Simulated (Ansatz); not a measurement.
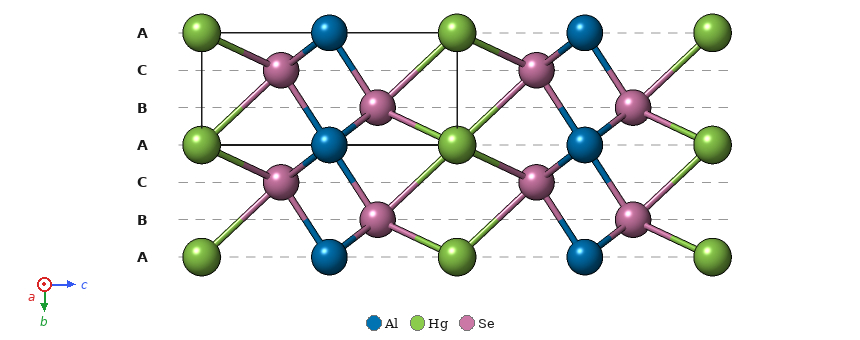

The picture looks along a close-packed row of the hexagonal mesh; c points to the right. The dashed lines mark the three columns A (0, 0), B (1/3, 2/3) and C (2/3, 1/3). The sequence starts with the first layer at or above the cell's origin.

The compound is AlHgSe2, taken as the input geometry of an electronic-structure calculation (not necessarily at equilibrium); the starting structure was generated, so it need not be a known form of this composition.

> List the layers of one repeat.

Hg(A) – Se(C) – Al(A) – Se(B) (four layers in 7.46 Å).

> How are the Se layers alone stacked?

Se layers alone: CB, the hexagonal type.

> Which positions between or in the Se layers do the other atoms fill?

Al: one octahedral site; Hg: one octahedral site (per hexagonal cell).

Heights of the layers:

```csv
layer,atoms (column),height (Å),to next (Å)
1,Hg(A),0.00,2.32
2,Se(C),2.32,1.41
3,Al(A),3.73,1.41
4,Se(B),5.14,2.32
```
